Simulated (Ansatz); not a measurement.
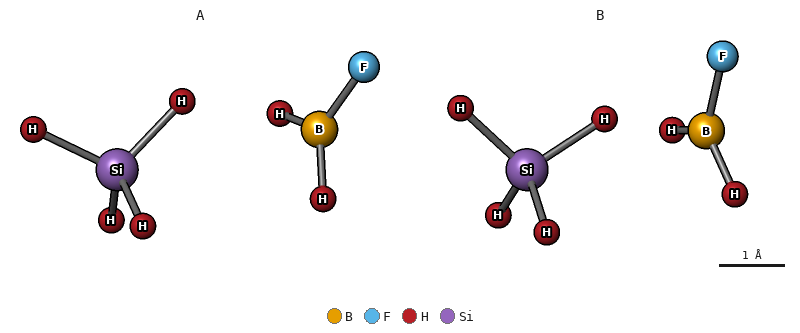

Two geometries of BSiH$_{6}$F, drawn at one scale. One is the start of a relaxation, the other its converged end. The picture is a ball-and-stick view, seen at a tilt.

The calculation used Ansatz, RKS B3LYP-D4/def2-TZVP. Set-up: no spin polarisation; force threshold 0.03 eV/Å; at most 50 steps.

Which one is relaxed?

Answer. Structure A is the relaxed one. The run prepares an end point of a later path (reaction) calculation, from a guessed geometry. The atom that moves furthest after the best rigid fit is the F atom (0.69 Å). Largest moves by element: F 0.69 Å, H 0.54 Å, B 0.26 Å, Si 0.19 Å. Some distances before and after: H–Si 1.472 → 1.484 Å. Among the angles between lasting bonds that change: H–Si–H 106.4° → 108.8°. Over 16 accepted moves (18 points after the start) the energy falls by 14.2 kJ/mol. The largest force component goes from 0.61 to 0.013 eV/Å. The line search rejected the trial steps at points 2, 13 of the run. The forces were under the threshold at step 8, but the run went on from there.
